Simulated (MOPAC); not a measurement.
# Run report: C$_{4}$H$_{3}$F$_{3}$, geometry relaxation (part 1 of 2)

C$_{4}$H$_{3}$F$_{3}$, SMILES CC#CC(F)(F)F, computed with PM6-D3H4, closed shell, dispersion D3H4 (MOPAC 23.2.5).

The atoms were displaced at random from an optimised geometry.

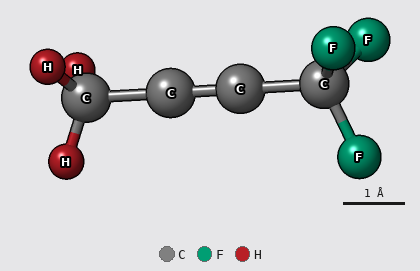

**Figure 1.** The structure as given in the input (ball-and-stick view, seen at a tilt). Bond lengths as drawn: C–C 1.20 to 1.45 Å, C–F 1.33 to 1.36 Å and C–H 1.07 to 1.11 Å.

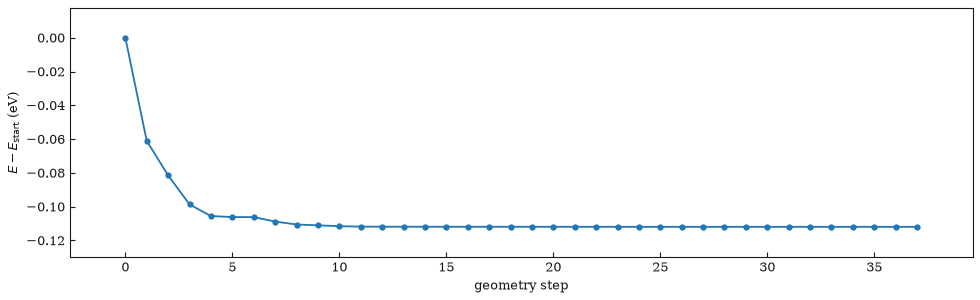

**Figure 2.** Progress of the relaxation, step by step (steps are counted from 0).

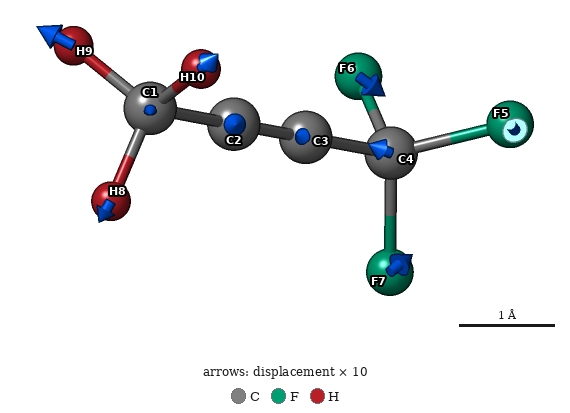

**Figure 3.** The starting structure with the displacements as blue arrows, magnified 10 times (ball-and-stick view, seen at a tilt). The two geometries are laid on each other by the best rigid fit. The atom that moves furthest after the best rigid fit is H9 (0.045 Å). By element the largest moves are H 0.045 Å, F 0.043 Å, C 0.029 Å. Among the contacts that change: C1–H9 1.073 → 1.123 Å, C1–H10 1.095 → 1.123 Å, C4–F5 1.325 → 1.345 Å, C1–H8 1.107 → 1.123 Å. Among the angles that change: F5–C4–F7 107.9° → 104.0°, C3–C4–F6 111.2° → 114.5°, F5–C4–F6 106.4° → 104.0°. Over 37 geometry steps the energy falls by 0.112 eV. Largest force component: 1.3 eV/Å at the start, 0.0014 eV/Å at the end. (Atoms are counted from 1 in the order of the input.)

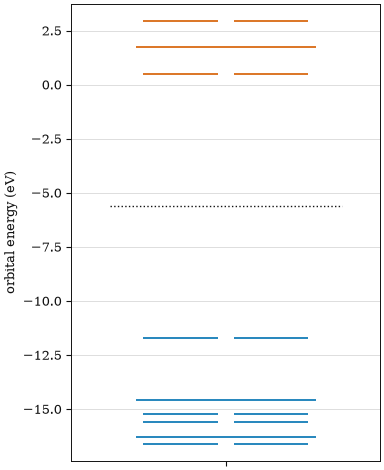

**Figure 4.** Orbital energies near the frontier; the dotted line parts filled from empty levels, and levels within 0.02 eV of each other stand side by side. Highest filled −11.70 eV, lowest empty 0.48 eV, 12.18 eV apart.

The input that produced these results follows, with the program's output.

Input (job.mop):
```
CYCLES=300 BONDS GNORM=0.01 MULLIK DISP PM6-D3H4 AUX(PRECISION=9) THREADS=1


C      0.614567 +1    -1.549085 +1     1.248349 +1
C      0.177579 +1    -0.473788 +1     0.386032 +1
C     -0.158561 +1     0.422404 +1    -0.343952 +1
C     -0.568500 +1     1.496039 +1    -1.216097 +1
F      0.462848 +1     2.154837 +1    -1.724979 +1
F     -1.318087 +1     2.411799 +1    -0.548812 +1
F     -1.324121 +1     1.060811 +1    -2.234924 +1
H      0.332047 +1    -2.527805 +1     0.815686 +1
H      0.164194 +1    -1.447484 +1     2.216514 +1
H      1.704026 +1    -1.551184 +1     1.362953 +1
```

Launched with:
```bash
mopac job.mop
```

What the program printed:
```
MOPAC v23.2.5
PM6-D3H4 CALCULATION RESULTS

 *  PM6-D3H4   - CORRECT DISPERSION AND HYDROGEN BOND TERMS USING THE D3H4 METHOD
 *  THREADS=1  - MULTI-THREADING NOT USED
 *  CYCLES=    - DO A MAXIMUM OF 300 STEPS
 *  GNORM      - EXIT WHEN GRADIENT NORM DROPS BELOW 0.010
 *  AUX        - OUTPUT AUXILIARY INFORMATION
 *  DISP       - PRINT DISPERSION AND HYDROGEN BOND ENERGIES
 *  BONDS      - FINAL BOND-ORDER MATRIX TO BE PRINTED
 *  MULLIK     - THE MULLIKEN ANALYSIS TO BE PERFORMED
CYCLES=300 BONDS GNORM=0.01 MULLIK DISP PM6-D3H4 AUX(PRECISION=9) THREADS=1

   ATOM   CHEMICAL          X               Y               Z
  NUMBER   SYMBOL      (ANGSTROMS)     (ANGSTROMS)     (ANGSTROMS)

     1       C          0.61456700  *  -1.54908500  *   1.24834900  *
     2       C          0.17757900  *  -0.47378800  *   0.38603200  *
     3       C         -0.15856100  *   0.42240400  *  -0.34395200  *
     4       C         -0.56850000  *   1.49603900  *  -1.21609700  *
     5       F          0.46284800  *   2.15483700  *  -1.72497900  *
     6       F         -1.31808700  *   2.41179900  *  -0.54881200  *
     7       F         -1.32412100  *   1.06081100  *  -2.23492400  *
     8       H          0.33204700  *  -2.52780500  *   0.81568600  *
     9       H          0.16419400  *  -1.44748400  *   2.21651400  *
    10       H          1.70402600  *  -1.55118400  *   1.36295300  *

          CARTESIAN COORDINATES

    NO.       ATOM           X           Y           Z

     1         C          0.6146     -1.5491      1.2483
     2         C          0.1776     -0.4738      0.3860
     3         C         -0.1586      0.4224     -0.3440
     4         C         -0.5685      1.4960     -1.2161
     5         F          0.4628      2.1548     -1.7250
     6         F         -1.3181      2.4118     -0.5488
     7         F         -1.3241      1.0608     -2.2349
     8         H          0.3320     -2.5278      0.8157
     9         H          0.1642     -1.4475      2.2165
    10         H          1.7040     -1.5512      1.3630

           Empirical Formula: C4 H3 F3  =    10 atoms

      MOLECULAR POINT GROUP   :   C1

      RHF CALCULATION, NO. OF DOUBLY OCCUPIED LEVELS = 20

          Geometry optimization using EF

          DIAGONAL MATRIX USED AS START HESSIAN

 CYCLE:     1 TIME:   0.008 TIME LEFT:  2.00D  GRAD.:    69.876 HEAT: -110.7969
 CYCLE:     2 TIME:   0.004 TIME LEFT:  2.00D  GRAD.:    52.305 HEAT: -112.2055
 CYCLE:     3 TIME:   0.008 TIME LEFT:  2.00D  GRAD.:    53.017 HEAT: -112.6758
 CYCLE:     4 TIME:   0.000 TIME LEFT:  2.00D  GRAD.:    23.237 HEAT: -113.0729
 CYCLE:     5 TIME:   0.004 TIME LEFT:  2.00D  GRAD.:    16.029 HEAT: -113.2313
 CYCLE:     6 TIME:   0.000 TIME LEFT:  2.00D  GRAD.:    23.089 HEAT: -113.2446
 CYCLE:     7 TIME:   0.004 TIME LEFT:  2.00D  GRAD.:    25.165 HEAT: -113.2457
 CYCLE:     8 TIME:   0.000 TIME LEFT:  2.00D  GRAD.:    18.291 HEAT: -113.3061
 CYCLE:     9 TIME:   0.004 TIME LEFT:  2.00D  GRAD.:    10.838 HEAT: -113.3469
 CYCLE:    10 TIME:   0.000 TIME LEFT:  2.00D  GRAD.:    10.011 HEAT: -113.3575
 CYCLE:    11 TIME:   0.004 TIME LEFT:  2.00D  GRAD.:     5.141 HEAT: -113.3702
 CYCLE:    12 TIME:   0.000 TIME LEFT:  2.00D  GRAD.:     3.284 HEAT: -113.3754
 CYCLE:    13 TIME:   0.004 TIME LEFT:  2.00D  GRAD.:     0.980 HEAT: -113.3767
 CYCLE:    14 TIME:   0.000 TIME LEFT:  2.00D  GRAD.:     1.278 HEAT: -113.3770
 CYCLE:    15 TIME:   0.004 TIME LEFT:  2.00D  GRAD.:     0.339 HEAT: -113.3773
 CYCLE:    16 TIME:   0.000 TIME LEFT:  2.00D  GRAD.:     0.340 HEAT: -113.3774
 CYCLE:    17 TIME:   0.004 TIME LEFT:  2.00D  GRAD.:     0.342 HEAT: -113.3775
 CYCLE:    18 TIME:   0.000 TIME LEFT:  2.00D  GRAD.:     0.280 HEAT: -113.3776
 CYCLE:    19 TIME:   0.000 TIME LEFT:  2.00D  GRAD.:     0.266 HEAT: -113.3777
 CYCLE:    20 TIME:   0.004 TIME LEFT:  2.00D  GRAD.:     0.359 HEAT: -113.3778
 CYCLE:    21 TIME:   0.000 TIME LEFT:  2.00D  GRAD.:     0.360 HEAT: -113.3779
 CYCLE:    22 TIME:   0.004 TIME LEFT:  2.00D  GRAD.:     0.236 HEAT: -113.3781
 CYCLE:    23 TIME:   0.000 TIME LEFT:  2.00D  GRAD.:     0.200 HEAT: -113.3782
 CYCLE:    24 TIME:   0.004 TIME LEFT:  2.00D  GRAD.:     0.215 HEAT: -113.3783
 CYCLE:    25 TIME:   0.000 TIME LEFT:  2.00D  GRAD.:     0.164 HEAT: -113.3784
 CYCLE:    26 TIME:   0.004 TIME LEFT:  2.00D  GRAD.:     0.159 HEAT: -113.3784
 CYCLE:    27 TIME:   0.000 TIME LEFT:  2.00D  GRAD.:     0.086 HEAT: -113.3784
 CYCLE:    28 TIME:   0.004 TIME LEFT:  2.00D  GRAD.:     0.071 HEAT: -113.3784
 CYCLE:    29 TIME:   0.000 TIME LEFT:  2.00D  GRAD.:     0.037 HEAT: -113.3784
 CYCLE:    30 TIME:   0.004 TIME LEFT:  2.00D  GRAD.:     0.037 HEAT: -113.3784
 CYCLE:    31 TIME:   0.000 TIME LEFT:  2.00D  GRAD.:     0.044 HEAT: -113.3784
 CYCLE:    32 TIME:   0.000 TIME LEFT:  2.00D  GRAD.:     0.036 HEAT: -113.3784
 CYCLE:    33 TIME:   0.004 TIME LEFT:  2.00D  GRAD.:     0.035 HEAT: -113.3784
 CYCLE:    34 TIME:   0.000 TIME LEFT:  2.00D  GRAD.:     0.035 HEAT: -113.3784
 CYCLE:    35 TIME:   0.004 TIME LEFT:  2.00D  GRAD.:     0.036 HEAT: -113.3784
 CYCLE:    36 TIME:   0.000 TIME LEFT:  2.00D  GRAD.:     0.037 HEAT: -113.3784
 CYCLE:    37 TIME:   0.004 TIME LEFT:  2.00D  GRAD.:     0.043 HEAT: -113.3784
 CYCLE:    38 TIME:   0.000 TIME LEFT:  2.00D  GRAD.:     0.075 HEAT: -113.3784

 HEAT OF FORMATION IS ESSENTIALLY STATIONARY

 -------------------------------------------------------------------------------
 CYCLES=300 BONDS GNORM=0.01 MULLIK DISP PM6-D3H4 AUX(PRECISION=9) THREADS=1

     GEOMETRY OPTIMISED USING EIGENVECTOR FOLLOWING (EF).
     SCF FIELD WAS ACHIEVED

                              PM6-D3H4 CALCULATION

          FINAL HEAT OF FORMATION =       -113.37840 KCAL/MOL =    -474.37523 KJ/MOL

          TOTAL ENERGY            =     -44818.33058 KCAL/MOL = ELECTRONIC ENERGY + CORE-CORE REPULSION
          ENERGY OF ATOMS         =      44688.97630 KCAL/MOL
                              SUM =       -129.35428 KCAL/MOL
          DISPERSION ENERGY       =         -0.58712 KCAL/MOL
          H - H CORRECTION ENERGY =          4.56300 KCAL/MOL
                              SUM =       -125.37840 KCAL/MOL = FINAL HEAT OF FORMATION

     *    WARNING - An energy term is incorrect or missing!

     *    FINAL HEAT OF FORMATION     =   -113.37840 KCAL/MOL
     *    SUM OF CONTRIBUTIONS TO HoF =   -125.37840 KCAL/MOL
     *                     DIFFERENCE =     12.00000 KCAL/MOL

          TOTAL ENERGY            =      -1943.50676 EV
          ELECTRONIC ENERGY       =      -5700.33191 EV
          CORE-CORE REPULSION     =       3756.82516 EV
          COSMO AREA              =        131.22 SQUARE ANGSTROMS
          COSMO VOLUME            =        112.95 CUBIC ANGSTROMS

          GRADIENT NORM           =          0.07483          =       0.02366 PER ATOM
          IONIZATION POTENTIAL    =         11.702995 EV
          HOMO LUMO ENERGIES (EV) =        -11.703  0.482
          NO. OF FILLED LEVELS    =         20
          MOLECULAR WEIGHT        =        108.0629         POINT GROUP:  C3

          MOLECULAR DIMENSIONS (Angstroms)

            Atom       Atom       Distance
            H    10    F     7     5.41390
            H     8    F     5     3.65228
            F     6    F     5     1.88194

          SCF CALCULATIONS        =         44

          WALL-CLOCK TIME         =      0.090 SECONDS
          COMPUTATION TIME        =      0.088 SECONDS

   ATOM   CHEMICAL          X               Y               Z
  NUMBER   SYMBOL      (ANGSTROMS)     (ANGSTROMS)     (ANGSTROMS)

     1       C          0.61502732  *  -1.56023016  *   1.25019421  *
     2       C          0.19921730  *  -0.49348691  *   0.39380558  *
     3       C         -0.15210670  *   0.40681598  *  -0.32931961  *
     4       C         -0.56980783  *   1.47794452  *  -1.18735970  *
     5       F          0.43770111  *   2.17196275  *  -1.74505068  *
     6       F         -1.31621590  *   2.41863507  *  -0.58257141  *
     7       F         -1.31874955  *   1.09390731  *  -2.23576216  *
     8       H          0.31371575  *  -2.55003247  *   0.81290491  *
     9       H          0.13893003  *  -1.45468935  *   2.26210436  *
    10       H          1.73130243  *  -1.54672388  *   1.37457524  *

                             CARTESIAN COORDINATES

   1    C        0.615027321    -1.560230161     1.250194211
   2    C        0.199217302    -0.493486905     0.393805585
   3    C       -0.152106698     0.406815983    -0.329319612
   4    C       -0.569807831     1.477944519    -1.187359702
   5    F        0.437701111     2.171962747    -1.745050679
   6    F       -1.316215901     2.418635073    -0.582571415
   7    F       -1.318749545     1.093907311    -2.235762155
   8    H        0.313715745    -2.550032471     0.812904914
   9    H        0.138930035    -1.454689355     2.262104363
  10    H        1.731302433    -1.546723879     1.374575242

           Empirical Formula: C4 H3 F3  =    10 atoms

      MOLECULAR POINT GROUP   :   C3

                  EIGENVALUES
 -42.27964 -42.02769 -42.02706 -28.31273 -26.80277 -24.52487 -19.98428 -18.95150
 -18.95133 -16.69511 -16.59884 -16.59876 -16.29614 -15.60630 -15.60510 -15.21908
 -15.21879 -14.59004 -11.70330 -11.70300   0.48180   0.48183   1.74503   2.93449
   2.93480   2.96519   3.81405   4.48259   4.48343   5.04660   5.98357

              NET ATOMIC CHARGES AND DIPOLE CONTRIBUTIONS
```
